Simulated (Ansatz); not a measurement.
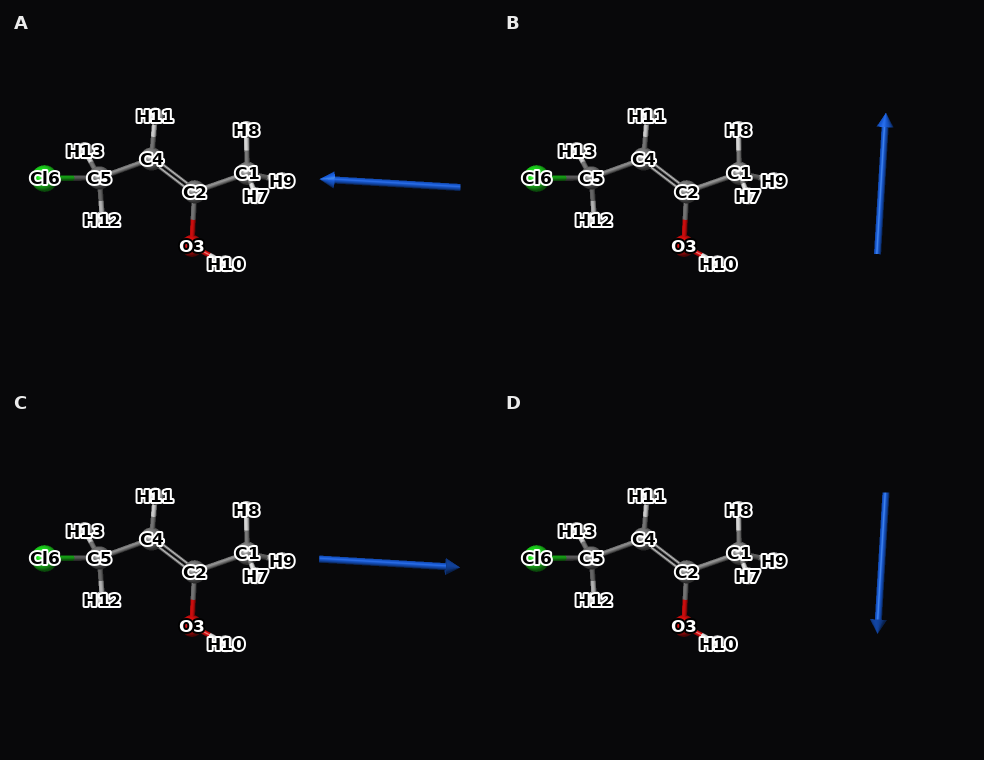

The same molecule four times, each with an arrow. The geometry was computed by an optimisation with PBE0-D4/def2-TZVP. No frequency run is at hand to confirm it as a minimum. Method: RKS r2SCAN-D4/def2-TZVPP (Ansatz 0.2.0).

Question: Which arrow points along the dipole moment, from the negative to the positive end?

Answer: C. The dipole moment is 4.14 D; it points from the side of Cl6 to the side of H9 (the outermost atoms at the two ends).
